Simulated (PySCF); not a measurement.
# Two runs on C4H10BN

System: C4H10BN, SMILES BNC1CCC1.
Method of run 1: GIAO PBE0/pcSseg-1 NMR shielding, non-relativistic, IEF-PCM acetonitrile (PySCF 2.14.0).

The geometry comes from this level: PBE0-D3(BJ)/def2-SVP. Text and figures count atoms from 1; the logs count them from 0 in places.

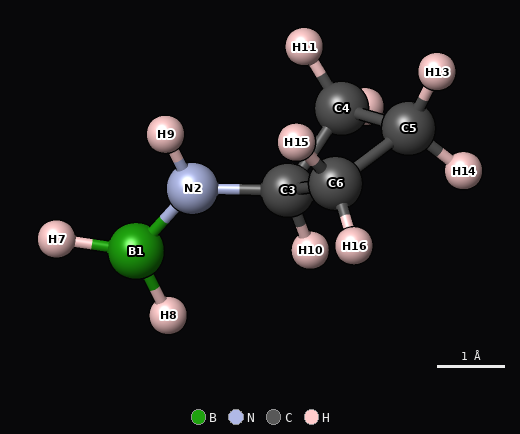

Figure 1. The structure (ball-and-stick view, seen at a tilt; atoms are numbered from 1 in the order of the input). Bond lengths as drawn: B–H 1.21 Å, B–N 1.39 Å, C–C 1.54 Å, C–H 1.10 Å, C–N 1.43 Å and H–N 1.02 Å.

## Input file, run 1
```
{"job": {"kind": "nmr", "xc": "PBE0", "basis": "pcSseg-1", "solvent": "acetonitrile", "pop": true}, "charge": 0, "multiplicity": 1}
B      2.692935     0.064214     0.246475
N      1.404425     0.001013    -0.268834
C      0.168281     0.039507     0.456409
C     -0.931027     1.038689     0.040929
C     -1.973185    -0.035280     0.405196
C     -0.862252    -1.094234     0.275791
H      3.631522     0.011384    -0.514640
H      2.841763     0.171239     1.443203
H      1.278480    -0.090631    -1.272348
H      0.410841     0.164723     1.522677
H     -0.901230     1.214603    -1.047065
H     -0.963509     2.013571     0.550299
H     -2.855673    -0.135064    -0.242408
H     -2.315714     0.068253     1.446017
H     -0.813134    -1.500407    -0.747992
H     -0.835782    -1.934088     0.986206
```

The first line tells a small driver script what to run in PySCF; the rest is the geometry in Å.

Command:
```bash
OMP_NUM_THREADS=1 python <driver script> task.json out
```

Hardware: 1 CPU thread, shared host.

## Output (run 1)
```
coarse grid: 12696 points
cycle   1  E = -237.6604536711  dE =  5.645e-01  |g| = 3.521e-01  |ddm| = 3.373e+00
cycle   2  E = -237.6612789267  dE = -8.253e-04  |g| = 3.719e-01  |ddm| = 6.087e-01
cycle   3  E = -237.6947044289  dE = -3.343e-02  |g| = 5.436e-02  |ddm| = 3.068e-01
cycle   4  E = -237.6952949779  dE = -5.905e-04  |g| = 2.359e-02  |ddm| = 5.383e-02
cycle   5  E = -237.6954136034  dE = -1.186e-04  |g| = 7.462e-03  |ddm| = 1.887e-02
cycle   6  E = -237.6954258079  dE = -1.220e-05  |g| = 1.263e-03  |ddm| = 6.266e-03
cycle   7  E = -237.6954261948  dE = -3.869e-07  |g| = 3.186e-04  |ddm| = 1.189e-03
final grid: 120752 points
cycle   8  E = -237.7300901007  dE = -3.478e-05  |g| = 7.484e-03  |ddm| = 3.122e-02
cycle   9  E = -237.7300825106  dE =  7.590e-06  |g| = 9.515e-03  |ddm| = 1.384e-02
cycle  10  E = -237.7301045199  dE = -2.201e-05  |g| = 9.245e-04  |ddm| = 7.535e-03
cycle  11  E = -237.7301047225  dE = -2.026e-07  |g| = 2.701e-04  |ddm| = 7.839e-04
cycle  12  E = -237.7301047367  dE = -1.420e-08  |g| = 7.348e-05  |ddm| = 2.188e-04
cycle  13  E = -237.7301047381  dE = -1.368e-09  |g| = 1.228e-05  |ddm| = 7.206e-05
cycle  14  E = -237.7301047381  dE = -2.871e-11  |g| = 3.971e-06  |ddm| = 1.190e-05
converged SCF energy = -237.7301047381

GIAO shielding tensors (ppm)
atom      isotropic    diamagn.    paramagn.     s11        s22        s33       span
  0 B       66.241     196.003    -129.761     31.180     51.827    115.716     84.536
  1 N       87.231     319.793    -232.562    -50.223    128.372    183.546    233.769
  2 C      126.966     244.732    -117.766    104.135    117.561    159.200     55.064
  3 C      149.538     249.257     -99.719    131.643    143.921    173.050     41.407
  4 C      169.961     251.240     -81.280    157.720    174.736    177.426     19.706
  5 C      149.319     249.420    -100.101    131.155    143.718    173.083     41.928
  6 H       26.902      29.234      -2.332     25.198     26.518     28.991      3.793
  7 H       26.734      30.592      -3.858     24.242     26.704     29.257      5.016
  8 H       25.849      31.980      -6.131     21.212     27.879     28.455      7.243
  9 H       27.619      32.120      -4.501     24.389     28.264     30.204      5.815
 10 H       29.361      30.771      -1.410     27.039     27.966     33.077      6.038
 11 H       29.056      30.029      -0.973     25.871     26.045     35.253      9.382
 12 H       29.757      28.974       0.783     25.609     26.759     36.902     11.293
 13 H       29.745      29.867      -0.121     26.457     27.180     35.599      9.142
 14 H       29.367      30.763      -1.396     27.062     27.977     33.061      5.999
 15 H       29.061      30.044      -0.984     25.880     26.069     35.234      9.354
```

For run 2 the input was changed thus:
```diff
-"solvent": "acetonitrile"
-"pop": true
+"solvent": "water"
+"pop": false
```

How does run 2 compare with run 1?

The total energy of run 2 is 0.07 kcal/mol lower: the change of the electrostatic solvation energy at this fixed geometry, without cavity or dispersion terms. Of all shieldings, the largest change is that of N2, by −0.1 ppm. The number of SCF iterations is the same.

## Output (run 2)
```
coarse grid: 12696 points
cycle   1  E = -237.6605989152  dE =  5.643e-01  |g| = 3.519e-01  |ddm| = 3.373e+00
cycle   2  E = -237.6614334054  dE = -8.345e-04  |g| = 3.717e-01  |ddm| = 6.083e-01
cycle   3  E = -237.6948238487  dE = -3.339e-02  |g| = 5.426e-02  |ddm| = 3.063e-01
cycle   4  E = -237.6954115151  dE = -5.877e-04  |g| = 2.360e-02  |ddm| = 5.362e-02
cycle   5  E = -237.6955301454  dE = -1.186e-04  |g| = 7.449e-03  |ddm| = 1.885e-02
cycle   6  E = -237.6955423195  dE = -1.217e-05  |g| = 1.259e-03  |ddm| = 6.251e-03
cycle   7  E = -237.6955427038  dE = -3.844e-07  |g| = 3.178e-04  |ddm| = 1.186e-03
final grid: 120752 points
cycle   8  E = -237.7302057435  dE = -3.479e-05  |g| = 7.480e-03  |ddm| = 3.122e-02
cycle   9  E = -237.7301982013  dE =  7.542e-06  |g| = 9.502e-03  |ddm| = 1.382e-02
cycle  10  E = -237.7302201487  dE = -2.195e-05  |g| = 9.224e-04  |ddm| = 7.516e-03
cycle  11  E = -237.7302203503  dE = -2.016e-07  |g| = 2.702e-04  |ddm| = 7.818e-04
cycle  12  E = -237.7302203645  dE = -1.421e-08  |g| = 7.337e-05  |ddm| = 2.185e-04
cycle  13  E = -237.7302203659  dE = -1.366e-09  |g| = 1.226e-05  |ddm| = 7.200e-05
cycle  14  E = -237.7302203659  dE = -2.836e-11  |g| = 3.967e-06  |ddm| = 1.195e-05
converged SCF energy = -237.7302203659

GIAO shielding tensors (ppm)
atom      isotropic    diamagn.    paramagn.     s11        s22        s33       span
  0 B       66.285     195.998    -129.713     31.166     51.967    115.722     84.556
  1 N       87.087     319.804    -232.717    -50.640    128.132    183.769    234.409
  2 C      126.967     244.734    -117.766    104.123    117.572    159.206     55.083
  3 C      149.573     249.263     -99.690    131.663    143.962    173.095     41.433
  4 C      169.976     251.243     -81.267    157.728    174.751    177.449     19.721
  5 C      149.353     249.426    -100.073    131.173    143.758    173.128     41.955
  6 H       26.906      29.243      -2.337     25.201     26.522     28.995      3.794
  7 H       26.738      30.602      -3.864     24.245     26.709     29.262      5.017
  8 H       25.825      31.961      -6.136     21.189     27.856     28.431      7.242
  9 H       27.617      32.119      -4.501     24.386     28.264     30.201      5.815
 10 H       29.352      30.764      -1.412     27.030     27.954     33.071      6.041
 11 H       29.059      30.030      -0.971     25.872     26.048     35.256      9.384
 12 H       29.756      28.972       0.783     25.608     26.757     36.902     11.294
 13 H       29.744      29.866      -0.122     26.455     27.179     35.597      9.142
 14 H       29.358      30.756      -1.398     27.053     27.966     33.055      6.002
 15 H       29.064      30.045      -0.982     25.882     26.072     35.237      9.356
```

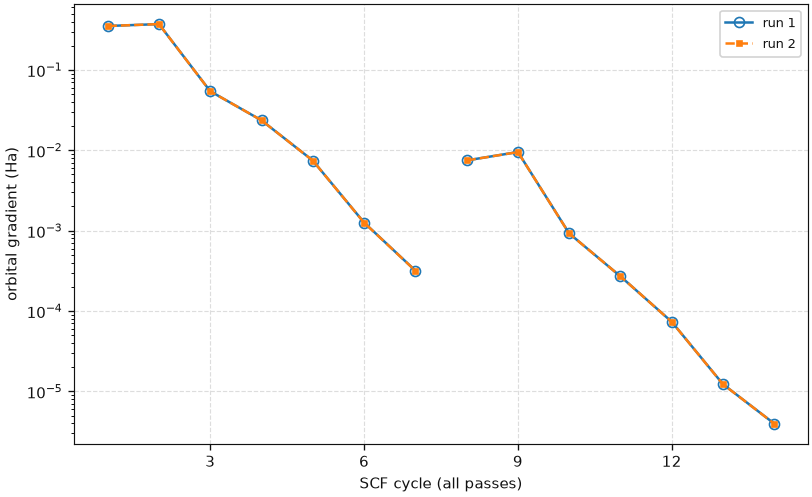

Figure 2. Convergence of the two runs: orbital gradient against the SCF cycle. A break in a curve parts two SCF passes (coarse and final grid). Run 1 takes 14 cycles in all, and run 2 takes 14.

## The two runs side by side

```tsv
quantity	run 1	run 2
outcome	converged	converged
total energy (hartree)	−237.730105	−237.730220
HOMO (eV)	−7.57	−7.57
LUMO (eV)	0.20	0.19
dipole moment (D)	2.65	2.67
shielding of B1 (ppm)	66.2	66.3
shielding of N2 (ppm)	87.2	87.1
shielding of C4 (ppm)	149.5	149.6
shielding of C5 (ppm)	170.0	170.0
shielding of C6 (ppm)	149.3	149.4
shielding of H9 (ppm)	25.8	25.8
shielding of H11 (ppm)	29.4	29.4
SCF iterations	14	14
basis functions	152	152
wall time (shared host)	30 s	27 s
```
